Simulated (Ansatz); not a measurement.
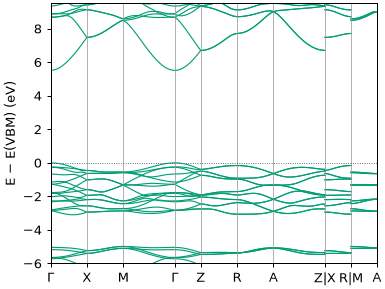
Figure: Band structure from PBE (plane waves, PAW; program Ansatz)

Question: Read off the gap and where the band edges lie.

Answer: About 5.5 eV (5.51 eV by a search for the band edges); maximum at Γ, minimum at Γ.

The material is SiO2 in space group P4_12_12 (No. 92; Si on 4a, O on 8b).

The PBE relaxation kept the symmetry of its start.

Potentials: the later of the program's two PAW sets.
